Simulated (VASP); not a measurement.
# Osmium: structure and properties in VASP, part 3 of 4

Aim: relax Osmium, then compute properties on the relaxed cell. The start is a cell from a database of measured crystal structures.

VASP 6.6.1; PBEsol; plane waves and PAW (Os).

So far. Step 4 (Band structure (PBEsol)): There is no gap at this level. Step 5 (Density of states (PBEsol)): The finer mesh and the other smearing move the Fermi level by +0.08 eV from the 11×11×6 run, one measure of the sampling error in the zero of the bands above. Of the states within 0.3 eV of the Fermi level, the largest shares in the PAW spheres are Os d 89 % and Os p 6 %. The rest lies in smaller channels or between the spheres.

**6. Vibrations at Γ (PBEsol)**

Zone-centre modes test whether the atoms sit at a minimum within this cell. IBRION = 8 takes the force constants from linear response, which needs tightly converged orbitals.

INCAR reads:

```
SYSTEM = Os
PREC = Accurate
ENCUT = 400
EDIFF = 1E-08
NELM = 100
ISMEAR = 1
SIGMA = 0.2
LREAL = .FALSE.
ALGO = Normal
GGA = PS
NBANDS = 14
LORBIT = 11
LWAVE = .FALSE.
LCHARG = .FALSE.
KPAR = 2
IBRION = 8
ISIF = 2
```

POSCAR reads:

```
Os
1.0
    2.7293497425      0.0000000000      0.0000000000
   -1.3646748713      2.3636862129      0.0000000000
    0.0000000000      0.0000000000      4.3121492396
Os
2
Direct
    0.3333333333      0.6666666667      0.2500000000
    0.6666666667      0.3333333333      0.7500000000
```

KPOINTS reads:

```
Automatic mesh
0
Gamma
16 16 9
0 0 0
```

Potentials, in the order of the species: Os (PBE family, release 64).

Started as:

```
> mpirun -np 2 vasp_std
```

The program printed:

```text
[... set-up lines as in an earlier step ...]
 entering main loop
       N       E                     dE             d eps       ncg     rms          rms(c)
DAV:   1     0.779792557378E+02    0.77979E+02   -0.64825E+03  4216   0.889E+02
DAV:   2    -0.222124623474E+02   -0.10019E+03   -0.88706E+02  4406   0.317E+02
DAV:   3    -0.260074939462E+02   -0.37950E+01   -0.36651E+01  5466   0.529E+01
DAV:   4    -0.260368667345E+02   -0.29373E-01   -0.29331E-01  4586   0.479E+00
DAV:   5    -0.260370392140E+02   -0.17248E-03   -0.17247E-03  5504   0.333E-01    0.247E+01
DAV:   6    -0.248447967415E+02    0.11922E+01   -0.11045E+00  5172   0.901E+00    0.111E+01
DAV:   7    -0.244991975574E+02    0.34560E+00   -0.73393E-01  5304   0.723E+00    0.550E-01
DAV:   8    -0.244930026092E+02    0.61949E-02   -0.67833E-03  4274   0.647E-01    0.366E-01
DAV:   9    -0.244899084591E+02    0.30942E-02   -0.18359E-03  4962   0.456E-01    0.494E-02
DAV:  10    -0.244899253010E+02   -0.16842E-04   -0.70949E-05  5292   0.760E-02    0.110E-02
DAV:  11    -0.244899052016E+02    0.20099E-04   -0.45645E-06  4614   0.229E-02    0.152E-03
DAV:  12    -0.244899045281E+02    0.67353E-06   -0.12733E-07  5334   0.368E-03    0.832E-04
DAV:  13    -0.244899044081E+02    0.11992E-06   -0.27472E-09  3126   0.504E-04    0.343E-04
DAV:  14    -0.244899043736E+02    0.34566E-07   -0.33470E-10  2478   0.154E-04    0.136E-04
DAV:  15    -0.244899043593E+02    0.14248E-07   -0.10679E-10  2298   0.121E-04    0.107E-04
DAV:  16    -0.244899043521E+02    0.72255E-08   -0.14929E-11  2316   0.413E-05
   1 F= -.24489904E+02 E0= -.24490450E+02  d E =0.163721E-02
 Linear response reoptimize wavefunctions to high precision
DAV:   1    -0.244899043525E+02   -0.43610E-09   -0.25519E-12  2442   0.180E-05
DAV:   2    -0.244899043525E+02   -0.29559E-11   -0.50268E-13  2280   0.694E-06
 Linear response DOF=           2
 Linear response progress:
  Degree of freedom:   1/  2
       N       E                     dE             d eps       ncg     rms          rms(c)
RMM:   1    -0.192817707729E+00   -0.19282E+00   -0.11274E-01 30335   0.250E+00
RMM:   2    -0.189197220624E+00    0.36205E-02   -0.17586E-03 24921   0.520E-01    0.150E-01
RMM:   3    -0.187941362530E+00    0.12559E-02   -0.50864E-04 28317   0.155E-01    0.848E-02
RMM:   4    -0.187204178051E+00    0.73718E-03   -0.77894E-04 28649   0.186E-01    0.108E-02
RMM:   5    -0.187272400624E+00   -0.68223E-04   -0.16114E-05 29249   0.288E-02    0.459E-03
RMM:   6    -0.187250776225E+00    0.21624E-04   -0.14519E-06 29360   0.824E-03    0.155E-03
RMM:   7    -0.187244685893E+00    0.60903E-05   -0.97716E-08 30004   0.248E-03    0.772E-04
RMM:   8    -0.187240737361E+00    0.39485E-05   -0.61086E-08 29538   0.111E-03    0.101E-04
RMM:   9    -0.187240522905E+00    0.21446E-06   -0.52344E-08 30414   0.237E-04    0.295E-05
RMM:  10    -0.187240489267E+00    0.33638E-07   -0.62363E-08 30313   0.883E-05    0.455E-06
RMM:  11    -0.187240460429E+00    0.28838E-07   -0.26695E-08 30631   0.502E-05    0.169E-06
RMM:  12    -0.187240473110E+00   -0.12680E-07   -0.24164E-08 23851   0.437E-05    0.347E-07
RMM:  13    -0.187240473181E+00   -0.71793E-10   -0.19169E-08 13842   0.428E-05    0.121E-07
 first order change of Fermi-energy  -0.13817E-04
 force on displaced ion       1 direction 1 : -10.104   0.000   0.000
 Linear response progress:
  Degree of freedom:   2/  2
       N       E                     dE             d eps       ncg     rms          rms(c)
RMM:   1    -0.246768304128E+00   -0.24677E+00   -0.14356E-01 11231   0.264E+00
RMM:   2    -0.237843090009E+00    0.89252E-02   -0.31664E-03  8797   0.731E-01    0.179E-01
RMM:   3    -0.237478722882E+00    0.36437E-03   -0.54520E-04 10524   0.149E-01    0.101E-01
RMM:   4    -0.237562180288E+00   -0.83457E-04   -0.45797E-04 10530   0.145E-01    0.114E-02
RMM:   5    -0.237612954138E+00   -0.50774E-04   -0.42243E-06 10858   0.177E-02    0.576E-03
RMM:   6    -0.237618995629E+00   -0.60415E-05   -0.36046E-07 10672   0.404E-03    0.391E-03
RMM:   7    -0.237633633295E+00   -0.14638E-04   -0.46947E-07 10780   0.440E-03    0.410E-04
RMM:   8    -0.237630865600E+00    0.27677E-05   -0.63354E-08 10904   0.790E-04    0.149E-04
RMM:   9    -0.237629304037E+00    0.15616E-05   -0.53593E-08 10874   0.270E-04    0.412E-05
RMM:  10    -0.237629275270E+00    0.28767E-07   -0.60125E-08 10356   0.160E-04    0.348E-06
RMM:  11    -0.237629295563E+00   -0.20292E-07   -0.69590E-08 11072   0.885E-05    0.298E-06
RMM:  12    -0.237629292565E+00    0.29973E-08   -0.64387E-08 10526   0.741E-05    0.302E-07
 first order change of Fermi-energy   0.11531E-03
 force on displaced ion       1 direction 3 :   0.000  -0.000 -17.271
 Linear response finished
```

Run time: 2.8 min. Hardware: 2 MPI ranks of AMD EPYC 7R43, shared host; peak memory 0.8 GiB; 5.5 min of CPU time.

OUTCAR, selected parts (step 6):

```text
   k-points           NKPTS =    150   k-points in BZ     NKDIM =    150   number of bands    NBANDS=     14

   NELECT =      16.0000    total number of electrons

  Total       -0.0281475     -0.0281475     -0.0927013      0.0000000      0.0000000      0.0000000
  in kB       -1.6210893     -1.6210893     -5.3389209      0.0000000      0.0000000      0.0000000
  external PRESSURE =      -2.8603665 kB  Pullay stress =       0.0000000 kB

 Eigenvectors and eigenvalues of the dynamical matrix
 ----------------------------------------------------

   1 f  =    6.662319 THz    41.860582 2PiTHz  222.231026 cm-1    27.553123 meV
             X         Y         Z           dx          dy          dz
     -0.000000  1.575791  1.078037     0.000000    0.000000   -0.707107
      1.364675  0.787895  3.234112     0.000000    0.000000    0.707107

   2 f  =    5.095840 THz    32.018110 2PiTHz  169.978941 cm-1    21.074693 meV
             X         Y         Z           dx          dy          dz
     -0.000000  1.575791  1.078037    -0.190296    0.681019    0.000000
      1.364675  0.787895  3.234112     0.190296   -0.681019    0.000000

   3 f  =    5.095840 THz    32.018110 2PiTHz  169.978941 cm-1    21.074693 meV
             X         Y         Z           dx          dy          dz
     -0.000000  1.575791  1.078037    -0.681019   -0.190296    0.000000
      1.364675  0.787895  3.234112     0.681019    0.190296    0.000000

   4 f  =    0.000000 THz     0.000000 2PiTHz    0.000002 cm-1     0.000000 meV
             X         Y         Z           dx          dy          dz
     -0.000000  1.575791  1.078037     0.256840    0.658812    0.000000
      1.364675  0.787895  3.234112     0.256840    0.658812    0.000000

   5 f/i=    0.000000 THz     0.000000 2PiTHz    0.000001 cm-1     0.000000 meV
             X         Y         Z           dx          dy          dz
     -0.000000  1.575791  1.078037     0.658812   -0.256840    0.000000
      1.364675  0.787895  3.234112     0.658812   -0.256840    0.000000

   6 f/i=    0.000000 THz     0.000000 2PiTHz    0.000001 cm-1     0.000000 meV
             X         Y         Z           dx          dy          dz
     -0.000000  1.575791  1.078037     0.000000    0.000000    0.707107
      1.364675  0.787895  3.234112     0.000000    0.000000    0.707107

 ELASTIC MODULI CONTR FROM IONIC RELAXATION (kBar)
 Direction    XX          YY          ZZ          XY          YZ          ZX
 --------------------------------------------------------------------------------
 XX         -57.1969     57.1969     -0.0000      0.0000      0.0000      0.0000
 YY          57.1969    -57.1969      0.0000      0.0000     -0.0000     -0.0000
 ZZ          -0.0000      0.0000     -0.0000     -0.0000      0.0000      0.0000
 XY           0.0000      0.0000     -0.0000    -57.1969      0.0000      0.0000
 YZ           0.0000     -0.0000      0.0000      0.0000     -0.0000     -0.0000
 ZX           0.0000     -0.0000      0.0000      0.0000     -0.0000     -0.0000
 --------------------------------------------------------------------------------

[... 9 parts as in an earlier step ...]

[... 2 further parts left out ...]
```

Energies printed during the response cycles are not total energies of the cell.

Numbers from this step:

* bands: 14
* pressure of the cell: -0.2860 GPa
* largest force of the cell: 0 eV/Å
* Fermi energy: 9.404 eV

Modes at Γ:

```csv
mode,frequency (cm⁻¹),symmetry
1,0.0,acoustic
2,0.0,acoustic
3,0.0,acoustic
4,170.0,E2g
5,170.0,E2g
6,222.2,Bg
```

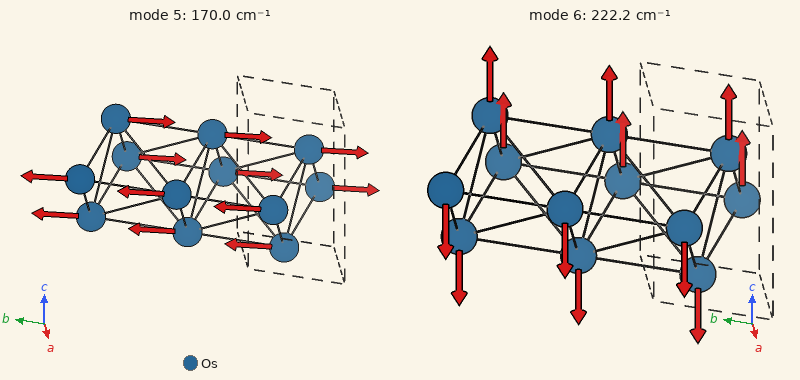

Displacement patterns of modes 5 and 6 at Γ; arrows are exaggerated. 2×3×1 cells are drawn.

The three acoustic modes come out at zero, and all others are real. By the characters of their eigenvectors the optical modes sort into (cm⁻¹) Raman active: E2g 170; silent: Bg 222. B labels carry no number here, since it depends on the setting of the axes. With a centre of inversion no mode is active in both.

**7. Volume scan with PBEsol, volume scale 0.94**

An equation of state needs energies on both sides of the minimum, all on one mesh and cutoff.

INCAR: that of step 6 with these lines changed.

```diff
@@ -3,3 +3,3 @@
 ENCUT = 400
-EDIFF = 1E-08
+EDIFF = 1E-06
 NELM = 100
@@ -15,3 +15,2 @@
 KPAR = 2
-IBRION = 8
 ISIF = 2
```

POSCAR reads:

```
Os
1.0
    2.6736330936      0.0000000000      0.0000000000
   -1.3368165468      2.3154341795      0.0000000000
    0.0000000000      0.0000000000      4.2241214938
Os
2
Direct
    0.3333333333      0.6666666667      0.2500000000
    0.6666666667      0.3333333333      0.7500000000
```

KPOINTS reads:

```
Automatic mesh
0
Gamma
11 11 6
0 0 0
```

Started as:

```
> mpirun -np 2 vasp_std
```

The program printed:

```text
[... set-up lines as in an earlier step ...]
 entering main loop
       N       E                     dE             d eps       ncg     rms          rms(c)
DAV:   1     0.821460790088E+02    0.82146E+02   -0.64140E+03  1792   0.889E+02
DAV:   2    -0.220327380755E+02   -0.10418E+03   -0.92704E+02  1852   0.326E+02
DAV:   3    -0.257235496628E+02   -0.36908E+01   -0.35850E+01  2380   0.524E+01
DAV:   4    -0.257494666890E+02   -0.25917E-01   -0.25896E-01  1968   0.449E+00
DAV:   5    -0.257496161971E+02   -0.14951E-03   -0.14950E-03  2340   0.312E-01    0.284E+01
DAV:   6    -0.246720158208E+02    0.10776E+01   -0.85085E-01  2236   0.788E+00    0.137E+01
DAV:   7    -0.243192717074E+02    0.35274E+00   -0.67813E-01  2248   0.688E+00    0.682E-01
DAV:   8    -0.243115015603E+02    0.77701E-02   -0.84883E-03  1822   0.789E-01    0.295E-01
DAV:   9    -0.243105526161E+02    0.94894E-03   -0.11434E-03  2200   0.358E-01    0.353E-02
DAV:  10    -0.243105393698E+02    0.13246E-04   -0.22373E-05  2092   0.351E-02    0.725E-03
DAV:  11    -0.243105281046E+02    0.11265E-04   -0.24140E-06  1984   0.195E-02    0.129E-03
DAV:  12    -0.243105275068E+02    0.59789E-06   -0.81542E-08  1064   0.324E-03
   1 F= -.24310528E+02 E0= -.24310051E+02  d E =-.143039E-02
```

Run time: 8 s. Hardware: 2 MPI ranks; peak memory 0.22 GiB.

OUTCAR, selected parts (step 7):

```text
   ENCUT  =  400.0 eV  29.40 Ry    5.42 a.u.   4.36  4.36  6.89*2*pi/ulx,y,z

   NELECT =      16.0000    total number of electrons

 E-fermi :  10.3149

 k-point     1 :       0.0000    0.0000    0.0000
  band No.  band energies     occupation
    ...
      5       7.2579      2.00000
      6       7.9187      2.00000
      7       7.9187      2.00000
      8       8.6447      2.00000
      9       8.6447      2.00000
     10      10.3865      0.43525
     11      12.2428     -0.00000
     12      12.2428     -0.00000
     13      20.2406      0.00000
     14      24.3634      0.00000

  Total        5.0693094      5.0693094      5.4444319      0.0000000     -0.0000000      0.0000000
  in kB      310.5909050    310.5909050    333.5742416      0.0000000     -0.0000000      0.0000000
  external PRESSURE =     318.2520172 kB  Pullay stress =       0.0000000 kB

 POSITION                                       TOTAL-FORCE (eV/Angst)
 -----------------------------------------------------------------------------------
     -0.00000      1.54362      1.05603         0.000000     -0.000000      0.000000
      1.33682      0.77181      3.16809        -0.000000      0.000000      0.000000
 -----------------------------------------------------------------------------------
    total drift:                               -0.000000      0.000000     -0.000000

  FREE ENERGIE OF THE ION-ELECTRON SYSTEM (eV)
  ---------------------------------------------------
  free  energy   TOTEN  =       -24.3105275068 eV

  energy  without entropy=      -24.3090971132  energy(sigma->0) =      -24.31005071

[... 4 parts as in an earlier step ...]

[... 12 further parts left out ...]
```

The scan keeps the cell's shape and the fractional positions fixed.

Numbers from this step:

* irreducible k-points: 64
* free energy (TOTEN): -24.31 eV
* energy at zero smearing: -24.31 eV
* Fermi energy: 10.31 eV
* pressure: 31.83 GPa

The pressure here is 31.83 GPa.

**8. Volume scan with PBEsol, volume scale 0.96**

INCAR is that of step 7.

POSCAR reads:

```
Os
1.0
    2.6924621160      0.0000000000      0.0000000000
   -1.3462310581      2.3317405913      0.0000000000
    0.0000000000      0.0000000000      4.2538698084
Os
2
Direct
    0.3333333333      0.6666666667      0.2500000000
    0.6666666667      0.3333333333      0.7500000000
```

KPOINTS is that of step 7.

Started as:

```
> mpirun -np 2 vasp_std
```

The program printed:

```text
[... set-up lines as in an earlier step ...]
 entering main loop
       N       E                     dE             d eps       ncg     rms          rms(c)
DAV:   1     0.818038810635E+02    0.81804E+02   -0.64451E+03  1792   0.890E+02
DAV:   2    -0.221342707161E+02   -0.10394E+03   -0.92689E+02  1870   0.326E+02
DAV:   3    -0.258468761790E+02   -0.37126E+01   -0.35629E+01  2320   0.520E+01
DAV:   4    -0.258726625171E+02   -0.25786E-01   -0.25760E-01  1966   0.456E+00
DAV:   5    -0.258728122359E+02   -0.14972E-03   -0.14967E-03  2350   0.313E-01    0.271E+01
DAV:   6    -0.247576702693E+02    0.11151E+01   -0.93339E-01  2242   0.827E+00    0.128E+01
DAV:   7    -0.244094070621E+02    0.34826E+00   -0.70120E-01  2242   0.700E+00    0.646E-01
DAV:   8    -0.244023718518E+02    0.70352E-02   -0.74022E-03  1822   0.708E-01    0.357E-01
DAV:   9    -0.244004095444E+02    0.19623E-02   -0.16196E-03  2128   0.428E-01    0.400E-02
DAV:  10    -0.244004169692E+02   -0.74248E-05   -0.41083E-05  2176   0.523E-02    0.826E-03
DAV:  11    -0.244004008549E+02    0.16114E-04   -0.36427E-06  2036   0.227E-02    0.131E-03
DAV:  12    -0.244004001614E+02    0.69353E-06   -0.85185E-08  1094   0.325E-03
   1 F= -.24400400E+02 E0= -.24399792E+02  d E =-.182319E-02
```

Run time: 8 s. Hardware: 2 MPI ranks; peak memory 0.21 GiB.

From OUTCAR (step 8):

```text
   ENCUT  =  400.0 eV  29.40 Ry    5.42 a.u.   4.39  4.39  6.94*2*pi/ulx,y,z

   NELECT =      16.0000    total number of electrons

 E-fermi :   9.9779

 k-point     1 :       0.0000    0.0000    0.0000
  band No.  band energies     occupation
    ...
      6       7.6550      2.00000
      7       7.6550      2.00000
      8       8.3580      2.00000
      9       8.3580      2.00000
     10      10.0359      0.53080
     11      11.8476     -0.00000
     12      11.8476     -0.00000
     13      19.6388      0.00000
     14      24.0423      0.00000

  Total        3.2397976      3.2397976      3.4900305     -0.0000000      0.0000000     -0.0000000
  in kB      194.3633762    194.3633762    209.3754607     -0.0000000      0.0000000     -0.0000000
  external PRESSURE =     199.3674044 kB  Pullay stress =       0.0000000 kB

 POSITION                                       TOTAL-FORCE (eV/Angst)
 -----------------------------------------------------------------------------------
     -0.00000      1.55449      1.06347        -0.000000      0.000000      0.000000
      1.34623      0.77725      3.19040         0.000000     -0.000000      0.000000
 -----------------------------------------------------------------------------------
    total drift:                                0.000000     -0.000000     -0.000000

  FREE ENERGIE OF THE ION-ELECTRON SYSTEM (eV)
  ---------------------------------------------------
  free  energy   TOTEN  =       -24.4004001614 eV

  energy  without entropy=      -24.3985769737  energy(sigma->0) =      -24.39979243

[... 4 parts as in an earlier step ...]

[... 12 further parts left out ...]
```

This step gave:

```
free energy (TOTEN)     : -24.40 eV
energy at zero smearing : -24.40 eV
Fermi energy            : 9.978 eV
pressure                : 19.94 GPa
```

The pressure falls from 31.83 to 19.94 GPa.

The run ends at a pressure of 19.94 GPa.

**9. Volume scan with PBEsol, volume scale 0.98**

INCAR is that of step 8.

POSCAR reads:

```
Os
1.0
    2.7110314071      0.0000000000      0.0000000000
   -1.3555157036      2.3478220690      0.0000000000
    0.0000000000      0.0000000000      4.2832077687
Os
2
Direct
    0.3333333333      0.6666666667      0.2500000000
    0.6666666667      0.3333333333      0.7500000000
```

KPOINTS is that of step 8.

Started as:

```
> mpirun -np 2 vasp_std
```

The program printed:

```text
[... set-up lines as in an earlier step ...]
 entering main loop
       N       E                     dE             d eps       ncg     rms          rms(c)
DAV:   1     0.783885252849E+02    0.78389E+02   -0.63682E+03  1792   0.887E+02
DAV:   2    -0.220841179149E+02   -0.10047E+03   -0.88988E+02  1882   0.319E+02
DAV:   3    -0.259246309218E+02   -0.38405E+01   -0.36965E+01  2332   0.527E+01
DAV:   4    -0.259577288907E+02   -0.33098E-01   -0.32916E-01  1972   0.481E+00
[...]
DAV:  10    -0.244513449876E+02   -0.14909E-04   -0.58155E-05  2230   0.665E-02    0.943E-03
DAV:  11    -0.244513265494E+02    0.18438E-04   -0.42018E-06  1996   0.231E-02    0.146E-03
DAV:  12    -0.244513258744E+02    0.67501E-06   -0.96843E-08  1076   0.330E-03
   1 F= -.24451326E+02 E0= -.24450594E+02  d E =-.219698E-02
```

Run time: 8 s. Hardware: 2 MPI ranks; peak memory 0.22 GiB.

Parts of OUTCAR (step 9):

```text
  Total        1.5495875      1.5495875      1.6832991     -0.0000000      0.0000000      0.0000000
  in kB       91.0663262     91.0663262     98.9243035     -0.0000000      0.0000000      0.0000000
  external PRESSURE =      93.6856520 kB  Pullay stress =       0.0000000 kB

 POSITION                                       TOTAL-FORCE (eV/Angst)
 -----------------------------------------------------------------------------------
     -0.00000      1.56521      1.07080        -0.000000      0.000000      0.000000
      1.35552      0.78261      3.21241         0.000000     -0.000000      0.000000
 -----------------------------------------------------------------------------------
    total drift:                                0.000000     -0.000000     -0.000000

  FREE ENERGIE OF THE ION-ELECTRON SYSTEM (eV)
  ---------------------------------------------------
  free  energy   TOTEN  =       -24.4513258744 eV

  energy  without entropy=      -24.4491288980  energy(sigma->0) =      -24.45059355

[... 1 part as in an earlier step ...]

[... 2 further parts left out ...]
[key lines of the parts left out:]
E-fermi :   9.6538
```

The pressure falls from 19.94 to 9.37 GPa.

The run ends at a pressure of 9.37 GPa.

[end of part 3 of 4]

[Lines on the potential files, build, host, timing and source positions are cut from VASP's logs without a mark.]

[Logs are printed without paths, hosts, clocks, repeated set-up lines and the standing remarks that a program may print on its own settings, such as how far it seeks lower states.]

[Hosts, paths, dates, database ids (printed as entryN), source tags and the programs' standing remarks are cut or masked in the printed files.]

[A measured line is paired with the nearest computed mode of its activity, which favours agreement.]
